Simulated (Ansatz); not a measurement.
TiCo (Pm-3m): the Drude term of Re ε in the infrared

Re ε of TiCo (Pm-3m) at low photon energies is read from one computed spectrum; the carriers' damping was typed as γ = 0.05 eV.

The structure is cubic, space group Pm-3m (No. 221). The conventional cell has a = 2.986 Å, b = 2.986 Å, c = 2.986 Å, α = 90.00°, β = 90.00°, γ = 90.00°. Co on site b is surrounded by 8 Ti at 2.59 Å. Ti on site a has 8 Co at 2.59 Å as nearest neighbours.

Method: Ansatz 0.2.0, PBE, independent particles, k-mesh 12×12×12 with interpolation inside its cells, Gaussian parameter 0.1 eV.

Launch of the response step: `ansatz run input.yaml --threads 4 --pin off --max-ram 8192MiB --backend cpu --events-out ev --progress --plain --runs-dir out`. The run took 10 s, on 4 threads of Arm Neoverse V2, with other jobs on the host.

```tsv
photon energy E (eV)	wavelength (µm)	Re ε
0.25	4.96	?
0.30	4.13	-333.6
0.35	3.54	-241.6
0.40	3.10	-181.8
0.50	2.48	-110.1
0.60	2.07	-72.4
0.70	1.77	-55.3
```

A Drude term over a constant background gives Re ε = ε_b − ωp²/(E² + γ²), linear in 1/(E² + γ²).

Working, on the rows shown:

| x = 1/(E² + γ²) (eV⁻²) | y = Re ε |
| --- | --- |
| 10.8108 | -333.6 |
| 8 | -241.6 |
| 6.15385 | -181.8 |
| 3.9604 | -110.1 |
| 2.75862 | -72.4 |
| 2.03046 | -55.3 |

Means: x̄ = 5.619, ȳ = -165.8. Σ(x − x̄)(y − ȳ) = -1816, Σ(x − x̄)² = 56.72. Slope = -1816 / 56.72 = -32.02; intercept = ȳ − slope · x̄ = 14.132. The line misses the rows shown by at most 4.4.

**Question.** Fill in the last column of the withheld row.

**Answer.** At x = 15.385 the line gives y = -478.51. The run gave -484.2, so the extrapolation is off by 5.7, 1.3 % of the range in the table.

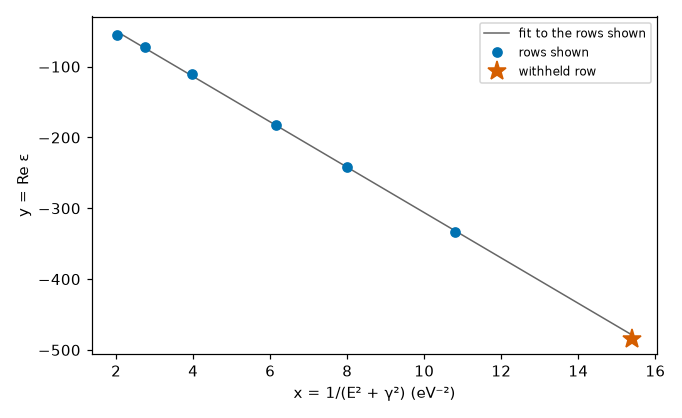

Refitted with all rows, the slope is -32.37 and the intercept 15.731. These give ωp = √(−slope) = 5.69 eV, against 5.69 eV from the program's Fermi-surface sum, and an intercept of 15.7. Taking the program's Drude term off the rows leaves 13 at the lowest energy and 10 at the highest, so the background isn't constant: interband transitions lie in or near the window, and neither fitted number can be trusted. The values come from a sum over the points of one k-mesh and carry its error, which is largest for Fermi-surface quantities.

[Logs are printed without paths, hosts, clocks, repeated set-up lines and the standing remarks that a program may print on its own settings, such as how far it seeks lower states.]
